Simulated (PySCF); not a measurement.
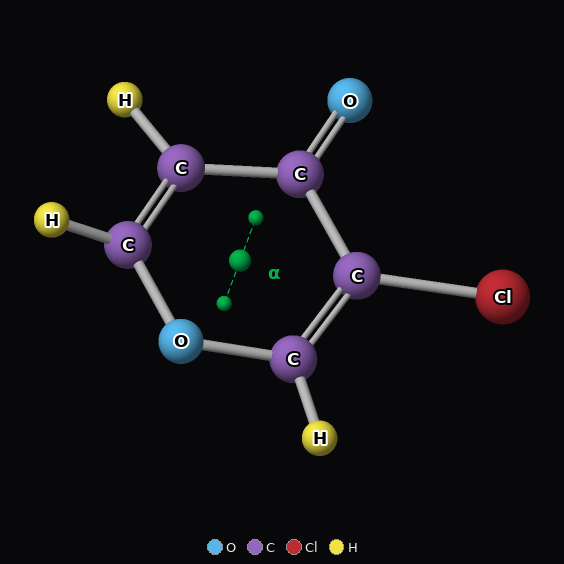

The small points mark where nucleus-independent chemical shifts (NICS) were computed: at the centre of each lettered ring and 1 Å above and below it. Geometry: a frame of a GFN2-xTB molecular-dynamics simulation, not a minimum. Level of theory: GIAO PBE0/pcSseg-1 NMR shielding, non-relativistic, gas phase (PySCF 2.14.0).

Give NICS(0), NICS(1) and the out-of-plane component NICS(1)zz for each ring (means of the two sides).

```tsv
ring	members	NICS(0)	NICS(1)	NICS(1)zz
α	C5O	−1.1	−4.1	−6.8
```

Values in ppm.

Question: What do the values say about the ring currents?

Answer: Ring α: weak, as in a non-aromatic ring. NICS is one index among several.
